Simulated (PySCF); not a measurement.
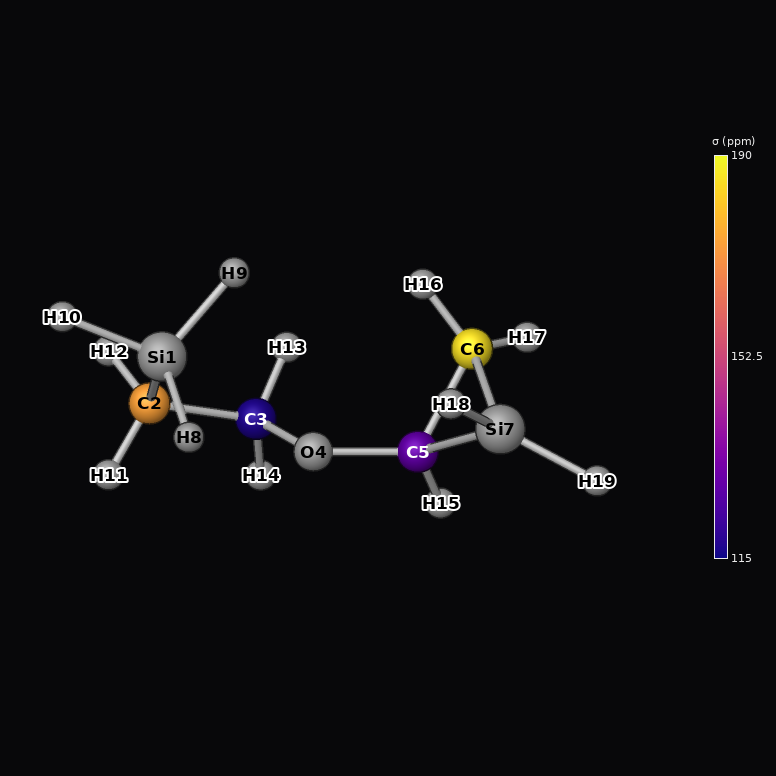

Atoms are coloured by their isotropic NMR shieldings (C only, the others grey). The computed structure is the end point of a GFN2-xTB optimisation. No frequency run is at hand to confirm it as a minimum. Level of theory: GIAO PBE0/pcSseg-1 NMR shielding, non-relativistic, gas phase (PySCF 2.14.0).

Give the isotropic NMR shieldings of the C atoms atom by atom.

```tsv
atom	σ (ppm)
C2	173.8
C3	117.1
C5	128.7
C6	185.8
```

The geometry is semi-empirical. Around Si such bond lengths and angles can be off by a tenth of an ångström or more and by several degrees, and values that hang on the shape move with them.
